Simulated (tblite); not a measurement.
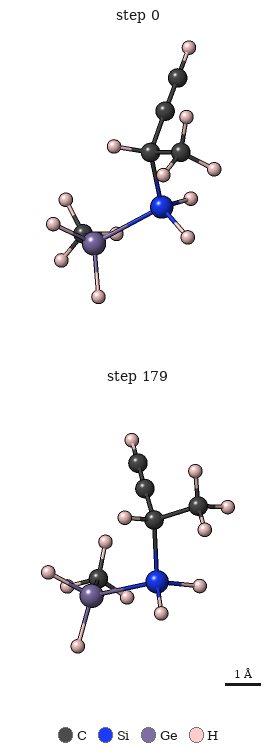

The structure of C₅H₁₂GeSi before (top) and after (bottom) a relaxation, at one scale.

The picture is a ball-and-stick view, seen from a free direction.

Theory: tblite 0.8.0, GFN2-xTB geometry optimisation, gas phase. 

Describe what moved and what it gained.

Answer. The energy falls by 49.1 kJ/mol in 179 geometry steps. An H atom moves most after the best rigid fit: 1.96 Å. Largest moves by element: H 1.96 Å, C 1.38 Å, Si 0.68 Å, Ge 0.30 Å. Among the contacts that change: C–Si 1.842 → 1.920 Å, Ge–H 1.570 → 1.514 Å, C–H 1.087 → 1.049 Å, C–H 1.118 → 1.087 Å. Among the angles between lasting bonds that change: H–Ge–H 109.9° → 101.9°, Si–C–H 114.7° → 108.7°, C–C–C 104.8° → 110.7°. Groups turn about C–Si by about 55°, C–Ge by about 25°, C–C by about 20°. Cost: 1.6 s on 1 thread of Arm Neoverse V1, with other jobs on the host.
